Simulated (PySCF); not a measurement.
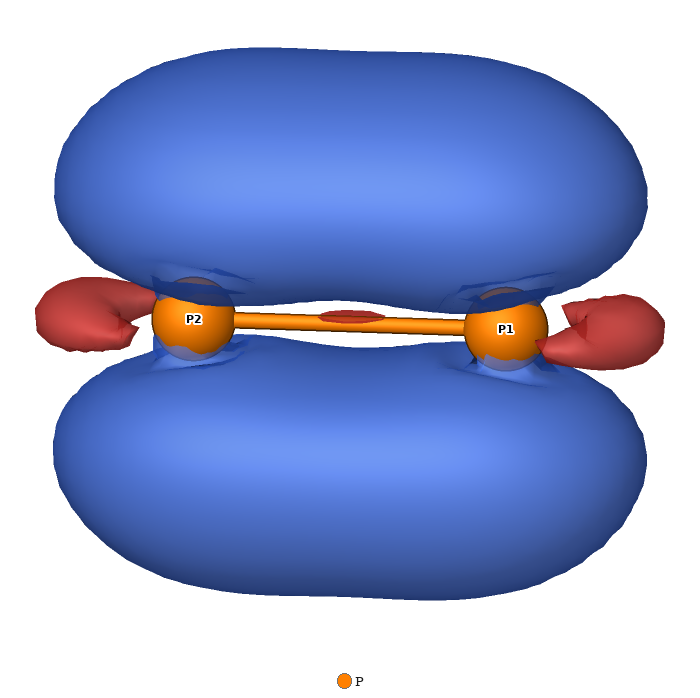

The picture shows: P2 (charge +1, doublet). Isosurfaces of the spin density at +0.015 (blue) and −0.015 e/Å³ (red), seen from one side.

All numbers below come from PBE0/def2-TZVP, non-relativistic Hamiltonian with scalar-relativistic core potentials where named, at a bond length of 1.969 Å in PySCF.

```yaml
atoms:
  - { symbol: P, position_ang: [0.0000, 0.0000, -0.9845] }
  - { symbol: P, position_ang: [0.0000, 0.0000, 0.9845] }
```

**Where is the unpaired spin?**

The unpaired spin (1 electron) lies mostly on P1 (about 0.5) and P2 (about 0.5), in electrons by Hirshfeld's partition.
